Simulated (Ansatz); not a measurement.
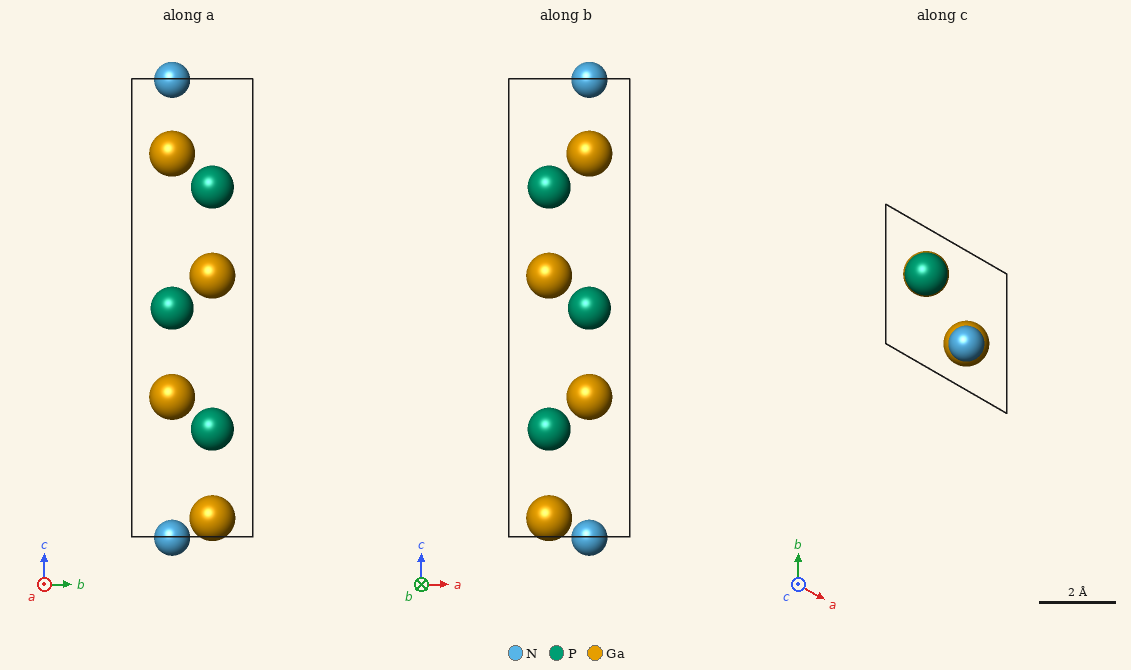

Structure drawing (spheres-only), viewed along the a axis, along the b axis and along the c axis. The edges of the conventional unit cell are marked.

Lattice parameters: a = 3.6963 Å, b = 3.6963 Å, c = 12.1433 Å, α = 90.000°, β = 90.000°, γ = 120.000°.

Give the structure in the form of a CIF in P1 with every atom of the cell, with free fractional coordinates to two decimals.

Answer.
```cif
data_structure
_symmetry_space_group_name_H-M 'P 1'
_symmetry_Int_Tables_number 1
_cell_length_a 3.6963
_cell_length_b 3.6963
_cell_length_c 12.1433
_cell_angle_alpha 90.000
_cell_angle_beta 90.000
_cell_angle_gamma 120.000
_cell_volume 143.68
loop_
_atom_site_label
_atom_site_type_symbol
_atom_site_fract_x
_atom_site_fract_y
_atom_site_fract_z
_atom_site_occupancy
N1 N 0.6667 0.3333 0.00 1
P1 P 0.6667 0.3333 0.50 1
P2 P 0.3333 0.6667 0.76 1
P3 P 0.3333 0.6667 0.24 1
Ga1 Ga 0.6667 0.3333 0.84 1
Ga2 Ga 0.6667 0.3333 0.31 1
Ga3 Ga 0.3333 0.6667 0.57 1
Ga4 Ga 0.3333 0.6667 0.04 1
```

The model was built from a structure type filled with these elements by a generator (whether the compound takes this form wasn't checked). The structure drawn was relaxed with DFT, r2SCAN, plane waves, PAW (Ansatz).
